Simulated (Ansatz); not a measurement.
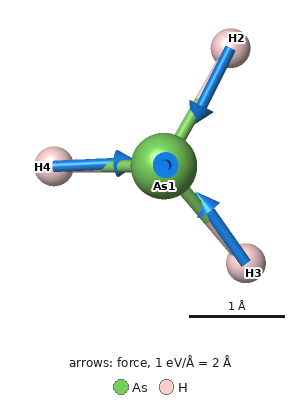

Starting geometry of AsH3 with the computed forces as blue arrows. The picture is a ball-and-stick view, seen at a tilt.

Method: RKS PBE0-D4/def2-TZVP (Ansatz 0.2.0). (force threshold 0.005 eV/Å; at most 200 steps)

**What follows when this structure is relaxed?**

It isn't relaxed: the largest force vector, on H4, is 0.48 eV/Å. The final displacements follow the starting forces only in part (cosine between the two patterns 0.82). Over 3 geometry steps the energy falls by 0.73 kcal/mol. Largest force component: 0.45 eV/Å at the start, 0.0035 eV/Å at the end. The largest moves after the best rigid fit, 0.052 Å, are those of H2, H3 and H4. By element the largest moves are H 0.052 Å, As 0.028 Å. Among the contacts that change: As1–H2 1.544 → 1.522 Å. Among the angles between lasting bonds that change: H2–As1–H3 95.0° → 92.0°. The run took 1.8 s on 2 threads of Intel Xeon 6975P-C, with other jobs on the host.
